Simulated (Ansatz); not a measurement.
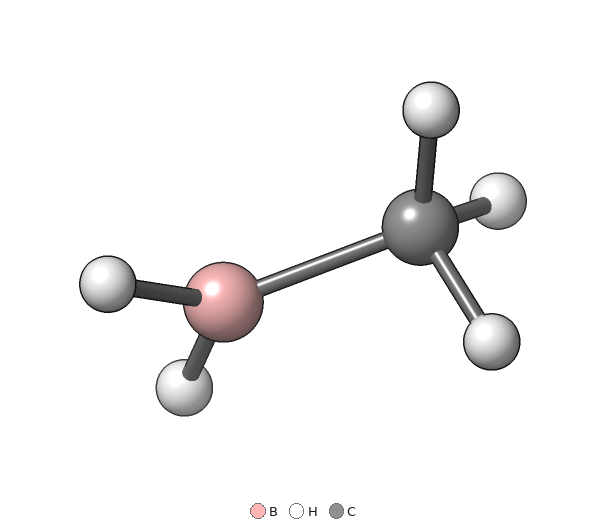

Every bond is drawn as one stick, whatever its order.

Count the atoms of each element.

Answer. CH5B, 7 atoms: 1 carbon, 5 hydrogen and 1 boron.

How many bonds of each kind are drawn?

Answer. 3 C–H, 2 B–H, 1 C–B. Sticks follow a distance rule.

How many sets of symmetry-equivalent atoms are there?

Answer. 5: 1 B, 2 H, 1 C, 1 H, 2 H.

More results for the same structure follow; atom numbers are the same in all pictures, views and colours differ. Computed geometry: PBE0-D4/def2-TZVP optimisation.

## Electronic properties

Method: RKS PBE0-D4/def2-TZVP (Ansatz 0.2.0).

Computed properties:

- dipole moment: 0.72 D
- harmonic zero-point energy: 145.9 kJ/mol
- dispersion correction: −4.8 kJ/mol

## Charges

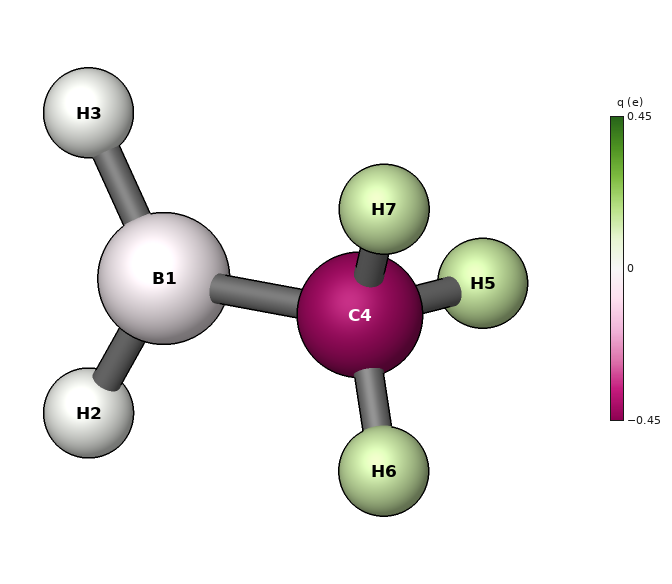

Atoms are coloured by their Mulliken charges. Level of theory: RKS PBE0-D4/def2-TZVP (Ansatz 0.2.0).

Which atom carries the highest charge (most positive or least negative)?

Answer. H5 (0.15 e).

And the lowest?

Answer. C4 (−0.42 e).

Give the Mulliken charges atom by atom.

| atom | value (e) |
| --- | --- |
| B1 | −0.03 |
| H2 | 0.01 |
| H3 | 0.01 |
| C4 | −0.42 |
| H5 | 0.15 |
| H6 | 0.14 |
| H7 | 0.14 |

## Thermal motion

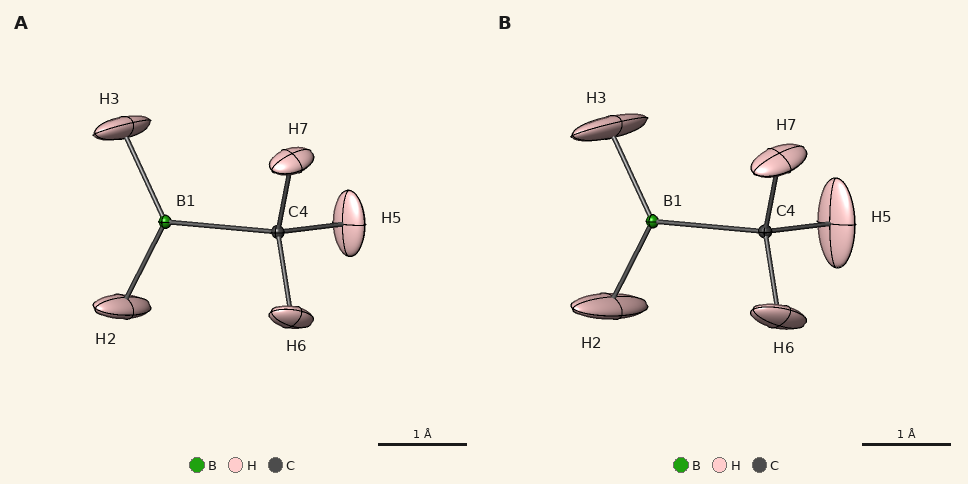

Displacement ellipsoids at the 50 % level, from the internal vibrations of the free molecule (harmonic, no overall translation or rotation; no half-axis is drawn under 0.075 Å). Vibrations computed with RKS PBE0-D4/def2-TZVP (Ansatz 0.2.0). One panel is for 298 K, the other for 600 K.

Which panel is for 600 K?

Answer. B.

How much does the mean-square displacement of H3 grow, and why?

Answer. U_eq goes from 0.0340 to 0.0586 Å², a factor of 1.7. Modes below kT (417 cm⁻¹ at 600 K) grow about in proportion to T, and the lowest lies at 172 cm⁻¹; the mean-square amplitude of a mode is its zero-point value times coth(ħω/2kT), which comes close to 1 only above about 3kT.

Mulliken values depend strongly on the basis set and can even reverse the polarity of a bond.
